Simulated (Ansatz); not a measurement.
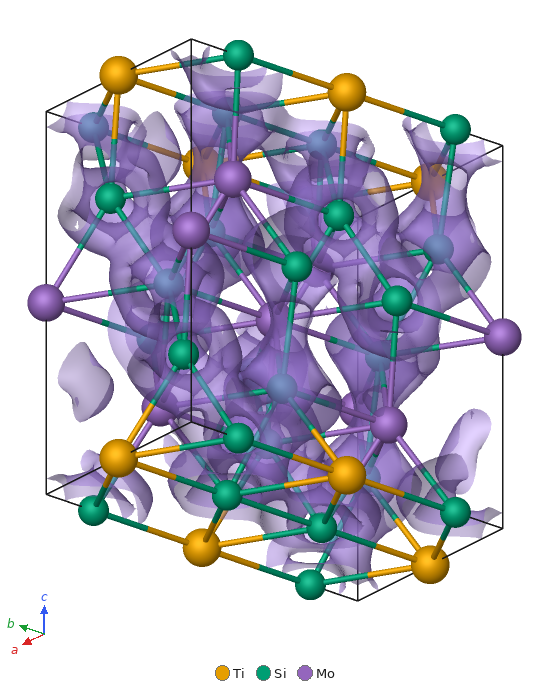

*TiSi$_{8}$Mo$_{3}$. Isosurface of the ELF at 0.6 (purple), seen at an oblique angle. Core shells and regions of very low density are left out. Sticks mark near contacts.*

Space group C222; a structure generated by program, which may or may not match a known phase; computed without spin polarisation.

Level of theory: DFT PBE, scalar-relativistic, plane waves, PAW (Ansatz).

In a PAW calculation such maps are meaningful between the atoms, not at the nuclei.

Input file:

```
crystal:
  lattice:
    - [2.319949481, -4.1291159157, 0.0]
    - [2.319949481, 4.1291159157, 0.0]
    - [0.0, 0.0, 8.608253666]
  atoms:
    - { symbol: Ti, position: [0.5, 0.5, 0.0] }
    - { symbol: Si, position: [0.1524798931, 0.8475201069, 0.0] }
    - { symbol: Si, position: [0.6608920255, 0.3391079745, 0.5] }
    - { symbol: Si, position: [0.8475201069, 0.1524798931, 0.0] }
    - { symbol: Si, position: [0.3391079745, 0.6608920255, 0.5] }
    - { symbol: Si, position: [0.3382094634, 0.157722003, 0.2486290198] }
    - { symbol: Si, position: [0.842277997, 0.6617905366, 0.7513709802] }
    - { symbol: Si, position: [0.6617905366, 0.842277997, 0.2486290198] }
    - { symbol: Si, position: [0.157722003, 0.3382094634, 0.7513709802] }
    - { symbol: Mo, position: [0.0, 0.0, 0.5] }
    - { symbol: Mo, position: [0.0, 0.5, 0.2498065123] }
    - { symbol: Mo, position: [0.5, 0.0, 0.7501934877] }
basis:
  ecutwfc: 420
kpoints:
  mp_grid: { grid: [10, 10, 6] }
hamiltonian:
  xc: pbe
scf:
  occupations: { method: gaussian, width: 0.1 }
output:
  forces: true
  stress: true
  eigenvalues: true
  write_density: true
  write_potential: true
  elf: true
  volumetric_format: npy
relax:
  adjacent_minimum: "off"
  f_tol: 0.01
  max_steps: 80
  cell: { stress_tol: 0.05 }
```

Command:

```sh
ansatz run input.yaml --threads 4 --pin off --max-ram 8192MiB --backend cpu --events-out ev --progress --plain --runs-dir out
```

Below, planes, directions and counts refer to the conventional cell (a = 4.65 Å, b = 8.27 Å, c = 8.60 Å, α = 90.00°, β = 90.00°, γ = 90.00°).

The fields are those of the run's last geometry, not of the input's.

Describe the localisation domains.

Answer. At this value the surface marks out sheets that run through the cell in two directions, counted in one cell of 24 atoms. Regions shared between cells count once. Profiles from the grid: Si–Si (2.48 Å): the ELF peaks at about 0.75 between the atoms. Ti–Si (2.55 Å): the ELF peaks at about 0.75 in the valence shell of Si, 0.9 Å from its nucleus, and is about 0.40 at the midpoint.
